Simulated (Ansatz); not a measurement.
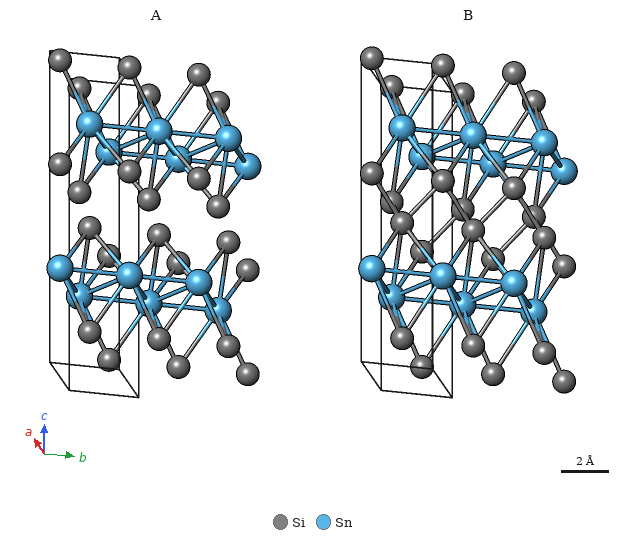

Two geometries of a crystal of Si2Sn (a generated structure, set up in P6_3/mmc) (coarse preliminary run), drawn at one scale. One is the start of a relaxation, the other its converged end. A ball-and-stick model of the cell of the calculation, repeated 2 × 3 × 1 with one cell outlined, seen from a free direction.

All numbers below come from DFT PBE, scalar-relativistic, plane waves, PAW (Ansatz). Settings: plane-wave cutoff 420 eV; k-point mesh 6 × 6 × 2; occupations gaussian; smearing width 0.1 eV; no spin polarisation; cell and atoms relaxed; force threshold 0.04 eV/Å; at most 70 steps.

Which one is relaxed?

Structure B is the relaxed one. After 5 accepted moves (8 points after the start) the energy has fallen by 1.115 eV per cell of the calculation. The largest force component goes from 1.1 to 0.0046 eV/Å. Pressure: 1.78 GPa at the start and −0.11 GPa at the end. The line search rejected the trial steps at points 2, 4 of the run. The SCF was repeated once at an unchanged geometry on a basis and grid sized afresh for the cell, which shifted the energy by 0.8 meV per cell of the calculation at most. The largest moves relative to the cell, 0.31 Å, are those of Si atoms. Sn stays in place. Cell: a = b 3.049 → 3.123 Å (+2.4 %), c 14.528 → 14.237 Å (−2.0 %). Volume +2.8 %. Among the contacts that change: Si–Si 2.993 → 2.512 Å, Si–Sn 2.993 → 3.234 Å, Sn–Sn 3.049 → 3.123 Å. The space group stays P6_3/mmc (No. 194). Cost: 85 s on 1 thread of Intel(R) Xeon(R) Processor @ 2.50GHz (Skylake/Cascade Lake) (shared host), peak memory 0.42 GiB.
